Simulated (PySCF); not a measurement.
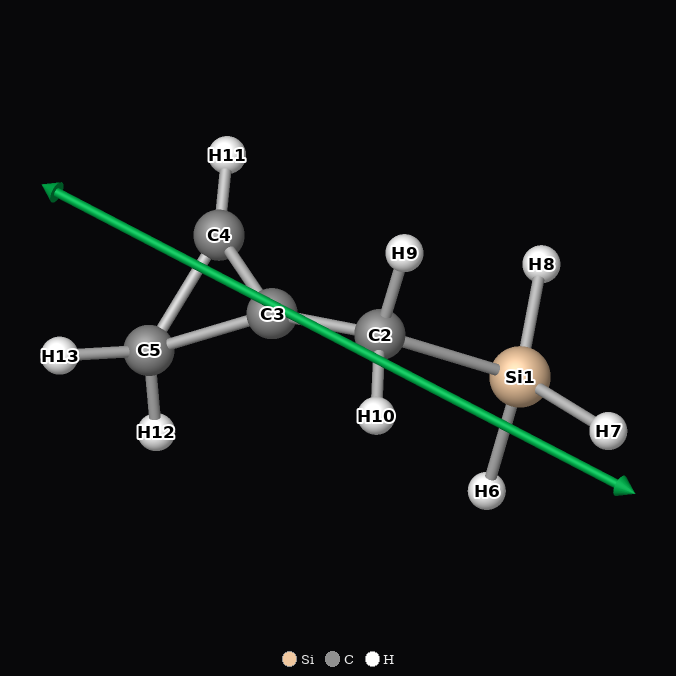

The double arrow shows the direction of the transition dipole to excited singlet state 2 (its length means nothing). Geometry: a frame of a GFN2-xTB molecular-dynamics simulation, not a minimum. Properties computed with TDDFT PBE0/def2-SVPD, vertical, gas phase, core orbitals frozen in the response (PySCF 2.14.0).

### Give its energy, strength and character.

5.53 eV (224 nm), oscillator strength 0.081, mainly HOMO → LUMO+1 (weight 0.59); transition dipole 1.97 D.
